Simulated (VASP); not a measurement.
## A VASP study of TiC (Khamrabaevite) (LDA): structure first, properties next

What structure does TiC (Khamrabaevite) take at this level, and what are its properties? The steps: relaxing cell and atoms (LDA), second relaxation, density, ELF and potential (LDA), band structure (LDA), density of states (LDA), volume scan with LDA, fit for LDA and vibrations at Γ (LDA). The start is a cell from a database of measured crystal structures.

Main program and level: VASP 6.6.1; LDA; plane waves and PAW (Ti_sv, C).

## 1. The structure

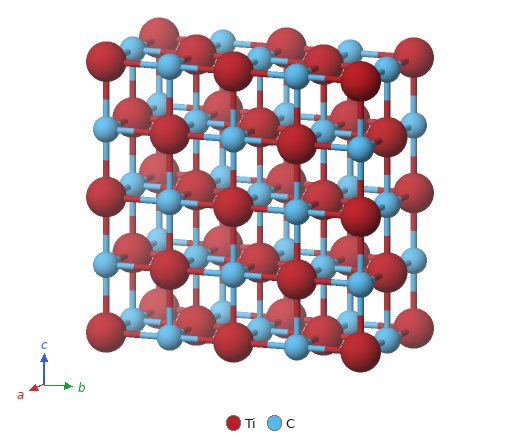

Start, viewed slightly off an axis; titanium red, carbon blue. 1×2×2 cells are drawn. This picture shows the conventional cell, with its axes. Some periodic images of atoms are drawn too.

Coordinates:

```cif
data_structure
_symmetry_space_group_name_H-M 'P 1'
_symmetry_Int_Tables_number 1
_cell_length_a 3.0604
_cell_length_b 3.0604
_cell_length_c 3.0604
_cell_angle_alpha 60.000
_cell_angle_beta 60.000
_cell_angle_gamma 60.000
_cell_volume 20.27
loop_
_atom_site_label
_atom_site_type_symbol
_atom_site_fract_x
_atom_site_fract_y
_atom_site_fract_z
_atom_site_occupancy
Ti1 Ti 0.00000 0.00000 0.00000 1
C2 C 0.50000 0.50000 0.50000 1
```

## 2. Relaxing cell and atoms (LDA)

The start need not lie at this functional's minimum. ISIF = 3 frees volume, shape and positions, and EDIFFG sets the threshold on forces and stress at which the search stops. LDA, the lowest rung, knows the local density alone.

INCAR

```
SYSTEM = TiC
PREC = Accurate
ENCUT = 520
EDIFF = 1E-06
NELM = 100
ISMEAR = 0
SIGMA = 0.05
LREAL = .FALSE.
ALGO = Normal
GGA = CA
NBANDS = 14
LASPH = .TRUE.
LORBIT = 11
LWAVE = .FALSE.
LCHARG = .FALSE.
KPAR = 2
IBRION = 2
NSW = 60
ISIF = 3
EDIFFG = -0.01
```

POSCAR

```
TiC
1.0
    0.0000000000      2.1640000000      2.1640000000
    2.1640000000      0.0000000000      2.1640000000
    2.1640000000      2.1640000000      0.0000000000
Ti C
1 1
Direct
    0.0000000000      0.0000000000      0.0000000000
    0.5000000000      0.5000000000      0.5000000000
```

KPOINTS

```
Automatic mesh
0
Gamma
11 11 11
0 0 0
```

The projector-augmented-wave data sets are Ti_sv and C (LDA family, release 64).

The run is started by

```sh
> mpirun -np 2 vasp_std
```

The program printed:

```text
[banner, memory and clock lines left out]
running    2 mpi-ranks, on    1 nodes
 distrk:  each k-point on    1 cores,    2 groups
 distr:  one band on    1 cores,    1 groups

 POSCAR found type information on POSCAR TiC
 POSCAR found :  2 types and       2 ions
 LDA part: xc-table for (Slater(with rela. corr.)+CA(PZ))
 , standard interpolation
 POSCAR, INCAR and KPOINTS ok, starting setup
 FFT: planning ... GRIDC
 FFT: planning ... GRID_SOFT
 FFT: planning ... GRID
 WAVECAR not read
 entering main loop
       N       E                     dE             d eps       ncg     rms          rms(c)
DAV:   1     0.115312584253E+03    0.11531E+03   -0.81516E+03  1568   0.136E+03
DAV:   2    -0.181009264259E+02   -0.13341E+03   -0.12616E+03  1706   0.350E+02
DAV:   3    -0.257736708608E+02   -0.76727E+01   -0.75065E+01  2054   0.810E+01
DAV:   4    -0.260577946785E+02   -0.28412E+00   -0.28387E+00  1996   0.145E+01
DAV:   5    -0.260652017724E+02   -0.74071E-02   -0.74069E-02  2054   0.196E+00    0.180E+01
DAV:   6    -0.212801061828E+02    0.47851E+01   -0.13679E+01  2226   0.602E+01    0.725E+00
DAV:   7    -0.205707174716E+02    0.70939E+00   -0.24923E+00  1920   0.238E+01    0.500E+00
DAV:   8    -0.205408718999E+02    0.29846E-01   -0.12111E-01  1724   0.364E+00    0.367E+00
DAV:   9    -0.205101726590E+02    0.30699E-01   -0.13589E-01  1998   0.493E+00    0.691E-01
DAV:  10    -0.205100576308E+02    0.11503E-03   -0.13241E-02  1942   0.132E+00    0.680E-01
DAV:  11    -0.205072484954E+02    0.28091E-02   -0.42005E-03  1736   0.101E+00    0.274E-01
DAV:  12    -0.205069432812E+02    0.30521E-03   -0.69611E-04  1996   0.374E-01    0.463E-02
DAV:  13    -0.205069287058E+02    0.14575E-04   -0.51456E-05  1918   0.101E-01    0.117E-02
DAV:  14    -0.205069282598E+02    0.44604E-06   -0.29071E-06  1782   0.152E-02
   1 F= -.20506928E+02 E0= -.20506635E+02  d E =-.205069E+02
 curvature:   0.00 expect dE= 0.000E+00 dE for cont linesearch  0.000E+00
 trial: gam= 0.00000 g(F)=  0.480E-60 g(S)=  0.150E+00 ort = 0.000E+00 (trialstep = 0.100E+01)
 search vector abs. value=  0.150E+00
 bond charge predicted
       N       E                     dE             d eps       ncg     rms          rms(c)
DAV:   1    -0.222711965297E+02   -0.17643E+01   -0.38948E+01  1868   0.896E+01    0.129E+01
DAV:   2    -0.206730707477E+02    0.15981E+01   -0.40752E+00  2018   0.369E+01    0.353E+00
DAV:   3    -0.204422271260E+02    0.23084E+00   -0.49967E-01  2008   0.732E+00    0.169E+00
DAV:   4    -0.204345904478E+02    0.76367E-02   -0.41914E-01  2098   0.669E+00    0.105E+00
DAV:   5    -0.204572544753E+02   -0.22664E-01   -0.34928E-02  1766   0.251E+00    0.174E-01
DAV:   6    -0.204676037386E+02   -0.10349E-01   -0.15017E-02  2422   0.582E-01    0.169E-01
DAV:   7    -0.204722126840E+02   -0.46089E-02   -0.65194E-03  1864   0.802E-01    0.362E-01
DAV:   8    -0.204711465367E+02    0.10661E-02   -0.37848E-03  1928   0.824E-01    0.221E-02
DAV:   9    -0.204712205153E+02   -0.73979E-04   -0.31049E-04  1848   0.131E-01    0.152E-02
DAV:  10    -0.204712675932E+02   -0.47078E-04   -0.91056E-05  2450   0.677E-02    0.128E-02
DAV:  11    -0.204712667332E+02    0.86002E-06   -0.16256E-05  2136   0.335E-02    0.225E-03
DAV:  12    -0.204712667564E+02   -0.23246E-07   -0.63799E-07  1208   0.706E-03
   2 F= -.20471267E+02 E0= -.20470897E+02  d E =0.356615E-01
[...]
3 F= -.20539067E+02 E0= -.20538777E+02  d E =-.321388E-01
 curvature:  -0.20 expect dE=-0.103E-04 dE for cont linesearch -0.103E-04
 ZBRENT: interpolating
 opt :   0.4214  next Energy=   -20.539077 (dE=-0.321E-01)
 bond charge predicted
       N       E                     dE             d eps       ncg     rms          rms(c)
DAV:   1    -0.205392142721E+02   -0.14812E-03   -0.27143E-03  1862   0.777E-01    0.117E-01
DAV:   2    -0.205391004625E+02    0.11381E-03   -0.40439E-04  1896   0.353E-01    0.351E-02
DAV:   3    -0.205390744024E+02    0.26060E-04   -0.55223E-05  2252   0.974E-02    0.137E-02
DAV:   4    -0.205390741918E+02    0.21057E-06   -0.27421E-05  2114   0.514E-02    0.747E-03
DAV:   5    -0.205390761855E+02   -0.19937E-05   -0.22775E-06  1802   0.143E-02    0.276E-03
DAV:   6    -0.205390770311E+02   -0.84562E-06   -0.15759E-06  1876   0.568E-03
   4 F= -.20539077E+02 E0= -.20538787E+02  d E =-.321488E-01
 curvature:  -0.19 expect dE=-0.309E-06 dE for cont linesearch -0.309E-06
 trial: gam=-0.00330 g(F)=  0.825E-58 g(S)=  0.165E-05 ort = 0.498E-03 (trialstep = 0.884E+00)
 search vector abs. value=  0.118E-09
 reached required accuracy - stopping structural energy minimisation
```

Wall time 9.6 s (2 MPI ranks of Intel Xeon 6975P-C (Granite Rapids), shared host); peak memory 0.25 GiB.

The logs omit lines about the potential files and the build; timing stands in the text.

From OUTCAR (step 2):

```text
ion  position               nearest neighbor table
   1  0.000  0.000  0.000-   2 2.16   2 2.16   2 2.16   2 2.16   2 2.16   2 2.16
   2  0.500  0.500  0.500-   1 2.16   1 2.16   1 2.16   1 2.16   1 2.16   1 2.16

  LATTYP: Found a face centered cubic cell.
 ALAT       =     4.3280000000

 Subroutine GETGRP returns: Found 48 space group operations
 (whereof 48 operations were pure point group operations)

The static configuration has the point symmetry O_h .

 Found     56 irreducible k-points:

   k-points           NKPTS =     56   k-points in BZ     NKDIM =     56   number of bands    NBANDS=     14

   dimension x,y,z NGX =    24 NGY =   24 NGZ =   24
   dimension x,y,z NGXF=    48 NGYF=   48 NGZF=   48

   ENCUT  =  520.0 eV  38.22 Ry    6.18 a.u.   5.69  5.69  5.69*2*pi/ulx,y,z

   NELECT =      16.0000    total number of electrons

 k-points in reciprocal lattice and weights: Automatic mesh
   0.00000000  0.00000000  0.00000000       0.001
   0.09090909  0.00000000  0.00000000       0.006
   0.18181818  0.00000000  0.00000000       0.006
   0.27272727  0.00000000  0.00000000       0.006
   0.36363636  0.00000000  0.00000000       0.006
   0.45454545  0.00000000  0.00000000       0.006
   0.09090909  0.09090909  0.00000000       0.005
   0.18181818  0.09090909  0.00000000       0.018
   0.27272727  0.09090909  0.00000000       0.018
[...]
-0.36363636  0.45454545  0.18181818       0.018
  -0.27272727  0.45454545  0.18181818       0.018

 average (electrostatic) potential at core
       1 -70.4959       2 -48.1750

 E-fermi :   9.8966

 k-point     1 :       0.0000    0.0000    0.0000
  band No.  band energies     occupation
      1     -45.9561      2.00000
      2     -22.3341      2.00000
      3     -22.3341      2.00000
      4     -22.3341      2.00000
      5      -2.6247      2.00000
      6      10.4381      0.00000
      7      10.4381      0.00000
      8      10.4381      0.00000
      9      11.5465      0.00000
     10      11.5465      0.00000
    ...

 k-point     2 :       0.0909    0.0000    0.0000
  band No.  band energies     occupation
    ...
      2     -22.3847      2.00000
      3     -22.3387      2.00000
      4     -22.3387      2.00000
      5      -2.4257      2.00000
      6       9.6220      2.00000
      7       9.9297      0.34917
      8       9.9297      0.34916
      9      10.8104      0.00000
     10      10.8104      0.00000
     11      11.9559      0.00000
    ...

 k-point     3 :       0.1818    0.0000    0.0000
  band No.  band energies     occupation
    ...
      4     -22.3511      2.00000
      5      -1.8562      2.00000
      6       8.1704      2.00000
      7       8.7525      2.00000
      8       8.7525      2.00000
      9      11.1678      0.00000
     10      11.1678      0.00000
     11      12.4276      0.00000
     12      14.7749      0.00000
     13      14.7749      0.00000
    ...

  Total       -0.0047734     -0.0047734     -0.0047734      0.0000000      0.0000000      0.0000000
  in kB       -0.3944306     -0.3944306     -0.3944306      0.0000000      0.0000000      0.0000000
  external PRESSURE =      -0.3944306 kB  Pullay stress =       0.0000000 kB

  energy-cutoff  :      520.00
  volume of cell :       19.39
      direct lattice vectors                 reciprocal lattice vectors
     0.000000000  2.132290925  2.132290925    -0.234489578  0.234489578  0.234489578
     2.132290925 -0.000000000  2.132290925     0.234489578 -0.234489578  0.234489578
     2.132290925  2.132290925 -0.000000000     0.234489578  0.234489578 -0.234489578

 POSITION                                       TOTAL-FORCE (eV/Angst)
 -----------------------------------------------------------------------------------
      0.00000      2.13229      2.13229         0.000000      0.000000      0.000000
      2.13229      2.13229      2.13229         0.000000     -0.000000     -0.000000
 -----------------------------------------------------------------------------------
    total drift:                               -0.000000     -0.000000     -0.000000

  FREE ENERGIE OF THE ION-ELECTRON SYSTEM (eV)
  ---------------------------------------------------
  free  energy   TOTEN  =       -20.5390770311 eV

  energy  without entropy=      -20.5384963998  energy(sigma->0) =      -20.53878672

 reached required accuracy - stopping structural energy minimisation

 total charge
# of ion       s       p       d       tot
------------------------------------------
    1        2.211   6.275   2.039  10.526
    2        0.892   1.528   0.000   2.419
--------------------------------------------------
tot          3.103   7.803   2.039  12.945

[... 3 further parts left out ...]
```

The run keeps the 48 symmetry operations of its start, so it cannot find a distortion of lower symmetry.

Step by step:

```
step  energy less that of the first step (eV)  largest force (eV/Å)  pressure (GPa)  volume (Å³)
   1                                   0.0000                0.0000          -11.40        20.27
   2                                   0.0357                0.0000           19.58        18.23
   3                                  -0.0321                0.0000           -0.22        19.41
   4                                  -0.0321                0.0000           -0.04        19.39
```

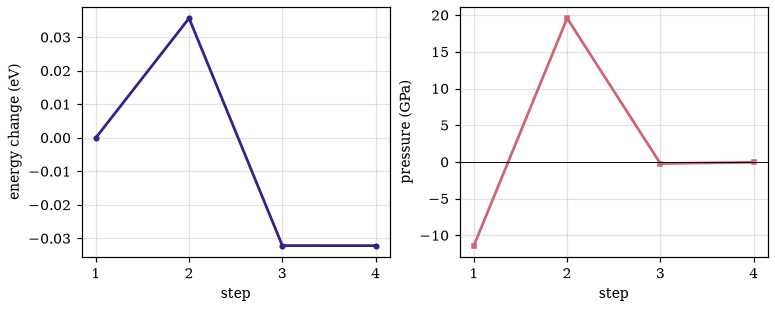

Energy and pressure along the relaxation.

```
conventional cell, symmetrised  before  after  change
                         a (Å)   4.328  4.265  -1.5 %
                         b (Å)   4.328  4.265  -1.5 %
                         c (Å)   4.328  4.265  -1.5 %
              volume (Å³/atom)   10.13   9.69  -4.3 %
```

The relaxed structure:

```cif
data_structure
_symmetry_space_group_name_H-M 'P 1'
_symmetry_Int_Tables_number 1
_cell_length_a 3.0155
_cell_length_b 3.0155
_cell_length_c 3.0155
_cell_angle_alpha 60.000
_cell_angle_beta 60.000
_cell_angle_gamma 60.000
_cell_volume 19.39
loop_
_atom_site_label
_atom_site_type_symbol
_atom_site_fract_x
_atom_site_fract_y
_atom_site_fract_z
_atom_site_occupancy
Ti1 Ti 0.00000 0.00000 0.00000 1
C2 C 0.50000 0.50000 0.50000 1
```

This step gave:

| Item | Value |
| --- | --- |
| electrons | 16 |
| bands | 14 |
| irreducible k-points | 56 |
| symmetry operations | 48 |
| free energy (TOTEN) | -20.54 eV |
| energy at zero smearing | -20.54 eV |
| Fermi energy | 9.897 eV |
| pressure | -0.03944 GPa |
| metallic | yes |
| SCF cycles over all ionic steps | 43 |

It ends with forces that vanish by symmetry and a pressure of -0.04 GPa. The volume lies -4.3 % from that of the database's start, which holds the thermal and zero-point expansion of its experiment. LDA is known to overbind.

## 3. Second relaxation

A relaxation keeps the plane waves of the cell it began with, so it is repeated from the new cell, on a basis made for it.

INCAR is that of step 2.

POSCAR

```
TiC
1.0
    0.0000000000      2.1322909251      2.1322909251
    2.1322909251      0.0000000000      2.1322909251
    2.1322909251      2.1322909251      0.0000000000
Ti C
1 1
Direct
    0.0000000000      0.0000000000      0.0000000000
    0.5000000000      0.5000000000      0.5000000000
```

KPOINTS is that of step 2.

The run is started by

```sh
> mpirun -np 2 vasp_std
```

The program printed:

```text
[... set-up lines as in an earlier step ...]
 entering main loop
       N       E                     dE             d eps       ncg     rms          rms(c)
DAV:   1     0.117734175344E+03    0.11773E+03   -0.80926E+03  1568   0.139E+03
DAV:   2    -0.182030224909E+02   -0.13594E+03   -0.12832E+03  1736   0.350E+02
DAV:   3    -0.257047578838E+02   -0.75017E+01   -0.73742E+01  2050   0.812E+01
DAV:   4    -0.259746739836E+02   -0.26992E+00   -0.26977E+00  1974   0.140E+01
DAV:   5    -0.259828060662E+02   -0.81321E-02   -0.81305E-02  2086   0.199E+00    0.189E+01
DAV:   6    -0.211758451132E+02    0.48070E+01   -0.13072E+01  2226   0.606E+01    0.691E+00
DAV:   7    -0.205851922472E+02    0.59065E+00   -0.22732E+00  1920   0.227E+01    0.535E+00
DAV:   8    -0.205540705115E+02    0.31122E-01   -0.11405E-01  1730   0.387E+00    0.346E+00
DAV:   9    -0.205412867402E+02    0.12784E-01   -0.10610E-01  1986   0.394E+00    0.694E-01
DAV:  10    -0.205404975067E+02    0.78923E-03   -0.10521E-02  2048   0.139E+00    0.645E-01
DAV:  11    -0.205385832767E+02    0.19142E-02   -0.49009E-03  1694   0.105E+00    0.129E-01
DAV:  12    -0.205385746823E+02    0.85944E-05   -0.33569E-04  1772   0.219E-01    0.493E-02
DAV:  13    -0.205385643615E+02    0.10321E-04   -0.19990E-05  1904   0.379E-02    0.616E-03
DAV:  14    -0.205385639076E+02    0.45389E-06   -0.59342E-07  1234   0.123E-02
   1 F= -.20538564E+02 E0= -.20538274E+02  d E =-.205386E+02
 curvature:   0.00 expect dE= 0.000E+00 dE for cont linesearch  0.000E+00
 trial: gam= 0.00000 g(F)=  0.141E-62 g(S)=  0.450E-06 ort = 0.000E+00 (trialstep = 0.100E+01)
 search vector abs. value=  0.450E-06
 reached required accuracy - stopping structural energy minimisation
```

Wall time 3.4 s (2 MPI ranks); peak memory 0.24 GiB.

OUTCAR, selected parts (step 3):

```text
  LATTYP: Found a face centered cubic cell.
 ALAT       =     4.2645818502

The static configuration has the point symmetry O_h .

 Found     56 irreducible k-points:

   ENCUT  =  520.0 eV  38.22 Ry    6.18 a.u.   5.61  5.61  5.61*2*pi/ulx,y,z

   NELECT =      16.0000    total number of electrons

 E-fermi :   9.8963

 k-point     1 :       0.0000    0.0000    0.0000
  band No.  band energies     occupation
      1     -45.9564      2.00000
      2     -22.3341      2.00000
      3     -22.3341      2.00000
      4     -22.3341      2.00000
      5      -2.6254      2.00000
      6      10.4380      0.00000
      7      10.4380      0.00000
      8      10.4380      0.00000
      9      11.5460      0.00000
     10      11.5460      0.00000
    ...

 k-point     2 :       0.0909    0.0000    0.0000
  band No.  band energies     occupation
    ...
      2     -22.3847      2.00000
      3     -22.3387      2.00000
      4     -22.3387      2.00000
      5      -2.4264      2.00000
      6       9.6219      2.00000
      7       9.9294      0.34924
      8       9.9294      0.34923
      9      10.8103      0.00000
     10      10.8103      0.00000
     11      11.9555      0.00000
    ...

  Total        0.0024925      0.0024925      0.0024925      0.0000000     -0.0000000      0.0000000
  in kB        0.2059590      0.2059590      0.2059590      0.0000000     -0.0000000      0.0000000
  external PRESSURE =       0.2059590 kB  Pullay stress =       0.0000000 kB

  energy-cutoff  :      520.00
  volume of cell :       19.39
      direct lattice vectors                 reciprocal lattice vectors
     0.000000000  2.132290925  2.132290925    -0.234489578  0.234489578  0.234489578
     2.132290925  0.000000000  2.132290925     0.234489578 -0.234489578  0.234489578
     2.132290925  2.132290925  0.000000000     0.234489578  0.234489578 -0.234489578

 POSITION                                       TOTAL-FORCE (eV/Angst)
 -----------------------------------------------------------------------------------
      0.00000      0.00000      0.00000         0.000000     -0.000000     -0.000000
      2.13229      2.13229      2.13229        -0.000000      0.000000      0.000000
 -----------------------------------------------------------------------------------
    total drift:                                0.000000     -0.000000     -0.000000

  FREE ENERGIE OF THE ION-ELECTRON SYSTEM (eV)
  ---------------------------------------------------
  free  energy   TOTEN  =       -20.5385639076 eV

  energy  without entropy=      -20.5379833346  energy(sigma->0) =      -20.53827362

 total charge
# of ion       s       p       d       tot
------------------------------------------
    1        2.211   6.275   2.039  10.525
    2        0.892   1.528   0.000   2.420
--------------------------------------------------
tot          3.104   7.803   2.039  12.945

[... 5 parts as in an earlier step ...]

[... 6 further parts left out ...]
```

Little changed from the start: no atom moved by 0.005 Å and no cell edge by 0.1 %.

This step gave:

- Fermi energy: 9.896 eV
- pressure: 0.02060 GPa
- SCF cycles over all ionic steps: 14

It ends with forces that vanish by symmetry and a pressure of 0.02 GPa. The volume moved by under 0.01 %: the run met its threshold at the first step.

[end of part 1 of 5]

[Lines on the potential files, build, host, timing and source positions are cut from VASP's logs without a mark.]

[Logs are printed without paths, hosts, clocks, repeated set-up lines and the standing remarks that a program may print on its own settings, such as how far it seeks lower states.]

[Hosts, paths, dates, database ids (printed as entryN), source tags and the programs' standing remarks are cut or masked in the printed files.]

[A measured line is paired with the nearest computed mode of its activity, which favours agreement.]
